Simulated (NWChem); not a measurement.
# CH4Si (SMILES C[SiH]) at 6 levels

Aim: a comparison of 6 runs (HF/STO-3G, HF/def2-SVP, PBE0/def2-SVP, B3LYP/6-31G*, PBE0/aug-cc-pVDZ, MP2/6-31G*) of CH4Si. 

Program for the calculation: NWChem 7.3.0.

### 1 The structure to begin with

CH4Si: 6 atoms, total charge 0, spin state singlet. As SMILES, `C[SiH]`. The coordinates come from a PBE0-D4/def2-TZVP relaxation.

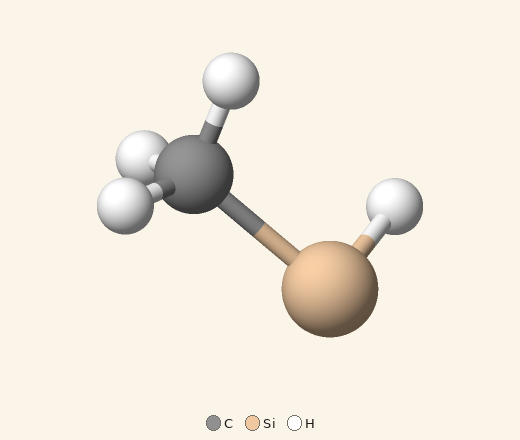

The structure, seen from a chosen angle (carbon grey, silicon light orange, hydrogen white).

### 2 Energy and forces at HF/STO-3G (run 1)

ch4si.nw

```
start ch4si
memory 2200 mb
charge 0

geometry units angstrom noautosym nocenter noautoz
C    -0.093500   -0.366000   -0.370300
Si    0.917300    0.209800    1.122300
H    -1.156900   -0.410100   -0.102200
H     0.215000   -1.335600   -0.763000
H    -0.024000    0.382000   -1.170800
H     0.142200    1.520000    1.284000
end

basis "ao basis" spherical bse
* library STO-3G
end

scf
thresh 1e-08
maxiter 80
end

task scf gradient
```

On the command line:

```
$ nwchem ch4si.nw > ch4si.out
```

The program printed:

```text
[...]
  functions       =    18
[...]
  wavefunction    = RHF
[...]
         Total SCF energy =   -325.263608750463
      One-electron energy =   -548.695069671499
      Two-electron energy =    174.827763742362
 Nuclear repulsion energy =     48.603697178674
        Time for solution =      0.3s
[...]
                         RHF ENERGY GRADIENTS
    atom               coordinates                        gradient
                 x          y          z           x          y          z
   1 C      -0.176689  -0.691640  -0.699766    0.008725  -0.010776   0.001633
   2 Si      1.733446   0.396465   2.120839    0.012869  -0.024419  -0.004763
   3 H      -2.186224  -0.774977  -0.193130   -0.010545   0.003833   0.004118
   4 H       0.406291  -2.523918  -1.441861    0.003993  -0.007524  -0.001448
   5 H      -0.045353   0.721875  -2.212491   -0.000576   0.010805  -0.005266
   6 H       0.268719   2.872384   2.426408   -0.014466   0.028081   0.005726
[...]
```

Run time: 1.1 s. Hardware: 1 thread of Intel Xeon Platinum 8488C (Sapphire Rapids), shared host; peak memory 0.096 GiB.

### 3 Energy and forces at HF/def2-SVP (run 2)

nw.nw

```
start nw
memory 2200 mb

geometry noautosym nocenter noautoz
  C       -0.093500      -0.366000      -0.370300
  Si       0.917300       0.209800       1.122300
  H       -1.156900      -0.410100      -0.102200
  H        0.215000      -1.335600      -0.763000
  H       -0.024000       0.382000      -1.170800
  H        0.142200       1.520000       1.284000
end

basis spherical bse
  * library def2-SVP
end

scf
  thresh 1e-08
  maxiter 80
  print medium
end

task scf gradient
```

On the command line:

```
$ nwchem nw.nw > nw.out
```

The program printed:

```text
[...]
  functions       =    52
[...]
  wavefunction    = RHF
[...]
         Total SCF energy =   -328.943771425306
      One-electron energy =   -550.549610600667
      Two-electron energy =    173.002141996686
 Nuclear repulsion energy =     48.603697178674
        Time for solution =      1.9s
[...]
                         RHF ENERGY GRADIENTS
    atom               coordinates                        gradient
                 x          y          z           x          y          z
   1 C      -0.176689  -0.691640  -0.699766    0.003421   0.001353   0.004735
   2 Si      1.733446   0.396465   2.120839    0.000436  -0.005837  -0.003921
   3 H      -2.186224  -0.774977  -0.193130   -0.000751   0.001024   0.000081
   4 H       0.406291  -2.523918  -1.441861    0.000528  -0.000071   0.000480
   5 H      -0.045353   0.721875  -2.212491   -0.000631   0.001102  -0.000041
   6 H       0.268719   2.872384   2.426408   -0.003002   0.002430  -0.001333
[...]
```

Wall time 3.3 s (1 thread of Intel Xeon Platinum 8488C (Sapphire Rapids), shared host); peak memory 0.099 GiB.

Runs 3 to 5 aren't shown in full; the table further down has their settings and results.

### 4 Energy and gradient at MP2/6-31G(d) (spherical functions) (run 6)

run.py

```python
from ase import Atoms
from ase.calculators.nwchem import NWChem

atoms = Atoms('CSiHHHH', positions=[
    [-0.093500, -0.366000, -0.370300],
    [0.917300, 0.209800, 1.122300],
    [-1.156900, -0.410100, -0.102200],
    [0.215000, -1.335600, -0.763000],
    [-0.024000, 0.382000, -1.170800],
    [0.142200, 1.520000, 1.284000],
])

calc = NWChem(
    label='mol',
    theory='mp2',
    memory='2200 mb',
    basis='6-31G*',
    basispar='spherical bse',
    scf={'nopen': '0', 'rhf': None, 'thresh': '1e-08', 'maxiter': '80', 'print': 'low'},
    mp2={'freeze': 'core 6', 'tight': None},
)
atoms.calc = calc

forces = atoms.get_forces()
print("Total energy (eV):", round(atoms.get_potential_energy(), 6))
print("forces (eV/A):")
for s, f in zip(atoms.symbols, forces):
    print(f"{s:2s} {f[0]:10.5f} {f[1]:10.5f} {f[2]:10.5f}")
```

On the command line:

```
$ export ASE_NWCHEM_COMMAND="nwchem PREFIX.nwi > PREFIX.nwo"
$ python run.py
```

The program printed:

```text
Total energy (eV): -8959.190649
forces (eV/A):
C    -0.08695   -0.01368   -0.10639
Si    0.06808    0.16872    0.19875
H    -0.02874   -0.03687   -0.02571
H    -0.01712   -0.01378   -0.02725
H    -0.00442   -0.01949   -0.04823
H     0.06911   -0.08490    0.00879
```

The calculator wrote mol.nwi:

```
title "mol"

permanent_dir mol

scratch_dir mol

start mol

geometry units angstrom nocenter noautosym noautoz
  C  -9.3500000000000000e-02 -3.6599999999999999e-01 -3.7030000000000002e-01
  Si 9.1730000000000000e-01 2.0979999999999999e-01 1.1223000000000001e+00
  H  -1.1569000000000000e+00 -4.1010000000000002e-01 -1.0220000000000000e-01
  H  2.1500000000000000e-01 -1.3355999999999999e+00 -7.6300000000000001e-01
  H  -2.4000000000000000e-02 3.8200000000000001e-01 -1.1708000000000001e+00
  H  1.4219999999999999e-01 1.5200000000000000e+00 1.2840000000000000e+00
end

memory 2200 mb

basis spherical bse noprint
   * library 6-31G*
end

scf
  nopen 0
  rhf
  thresh 1e-08
  maxiter 80
  print low
end
mp2
  freeze core 6
  tight
end

task mp2 gradient
```

mol.nwo:

```text
Northwest Computational Chemistry Package (NWChem) 7.3.0
             --------------------------------------------------------

           Job information
           ---------------

    nwchem branch   = 7.3.0
    use scalapack   = T
    input           = mol.nwi
    prefix          = mol.
    data base       = mol/mol.db
    status          = startup
    nproc           =        1

           Memory information
           ------------------

    heap     =     72089598 doubles =      550.0 Mbytes
    stack    =     72089595 doubles =      550.0 Mbytes
    global   =    144179200 doubles =     1100.0 Mbytes (distinct from heap & stack)
    total    =    288358393 doubles =     2200.0 Mbytes
    verify   = yes
    hardfail = no

[... 106 lines left out ...]
       Final RHF  results
[... 3 lines left out ...]
      One-electron energy =   -550.775562712094
[... 1 line left out ...]
 Nuclear repulsion energy =     48.603697178674
[... 85 lines left out ...]
                Dipole Moments (a.u.)
[... 51 lines left out ...]
  MP2 natural orbitals output to mol/mol.mp2nos
[... 12 lines left out ...]
                 ----------------------------------------
                 |  Time  |  1-e(secs)   |  2-e(secs)   |
                 ----------------------------------------
                 |  CPU   |       0.00   |       0.76   |
                 ----------------------------------------
                 |  WALL  |       0.00   |       0.76   |
                 ----------------------------------------
 -----------------------
 Task  times  cpu:        6.6s     wall:        6.6s
 Total times  cpu:        6.6s     wall:        6.6s
```

Run time: 7.8 s. Hardware: 1 thread of Intel Xeon Platinum 8488C (Sapphire Rapids), shared host; peak memory 0.1 GiB.

### 5 Overview of the runs

```
run                               level  iteration cap  module  energy (Eh)  dipole moment (D)  largest force (eV/Å)  wall time
  1                           HF/STO-3G             80     scf  -325.263609               0.15                 1.651      1.1 s
  2                         HF/def2-SVP             80     scf  -328.943771               1.13                 0.362      3.3 s
  3                       PBE0/def2-SVP            100     dft  -329.637609                  –                 0.310       13 s
  4  B3LYP/6-31G* (spherical functions)            100     dft  -329.939047               1.31                 0.411       12 s
  5                    PBE0/aug-cc-pVDZ            100     dft  -329.761796               1.22                 0.329       40 s
  6    MP2/6-31G* (spherical functions)             80     mp2  -329.244186               1.26                 0.269      7.8 s
```

### 6 Summary of results

```
                                                      quantity          value
                                           run 6: total energy  -329.24419 Eh
run 6: dipole moment (of the density that the program reports)         1.26 D
            run 6: correlation energy (6 core orbitals frozen)     -199.2 mEh
                               run 6: largest force on an atom     0.269 eV/Å
```

**Reading.** Over runs 1, 2, 4, 5, 6 the dipole moment (its size) runs from 0.15 D (HF/STO-3G) to 1.31 D (B3LYP/6-31G*). The two ends differ in method and basis. The two dipoles point in opposite directions. Over runs 1, 2, 5 the HOMO–LUMO gap runs from 3.71 eV (PBE0/aug-cc-pVDZ) to 12.19 eV (HF/STO-3G). Totals of different functionals can't be ranked against each other. In run 1 the basis is minimal, so the values are rough. All runs together took 77 s, the longest 40 s.
